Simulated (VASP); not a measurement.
Shape and ions are relaxed at each volume.

Energy against volume of CuAu (L1_0). These are optB88-vdW, VASP's PBE PAW potentials (set 64) (plane waves; VASP) values and carry that method's errors.

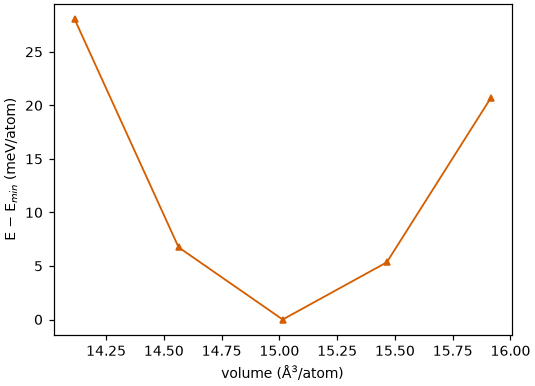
Figure. Energy against volume

Estimate the equilibrium volume and the bulk modulus.

The minimum lies near 15.0 Å³/atom, and the curvature gives B0 of about 140 GPa.

The compound is CuAu in the L1_0 structure. It was relaxed first.
